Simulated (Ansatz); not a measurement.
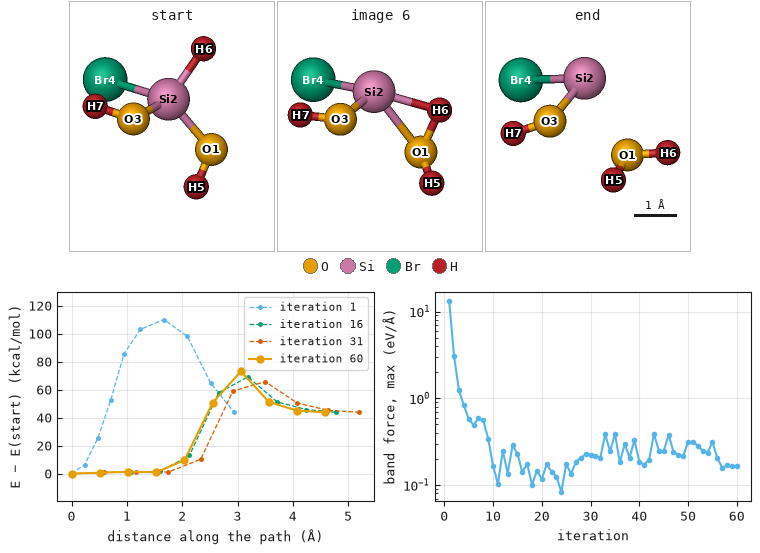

NEB run on SiH₃O₂Br. Images are numbered from 0 (start) to 9 (end). The plot follows the band through its iterations. A ball-and-stick model, seen from a free direction.

The calculation used Ansatz 0.2.0, RKS PBE0/def2-SVP. Settings: 8 movable images; no climbing image; force threshold 0.05 eV/Å; iteration limit 60; starting path through a guess of the saddle point.

How did the profile develop, and is the result final?

The result isn't final. The band hadn't converged when the run stopped after 60 iterations. The largest component of the band force went from 13 to 0.17 eV/Å. The barrier read from it is provisional: over the last two iterations the highest image moved from 70.4 kcal/mol to 73.1 kcal/mol. The first iteration put the highest image at 110.2 kcal/mol. The highest point, image 6, lies 73.1 kcal/mol above the start and 29.2 kcal/mol above the end; the end is at +43.9 kcal/mol relative to the start.
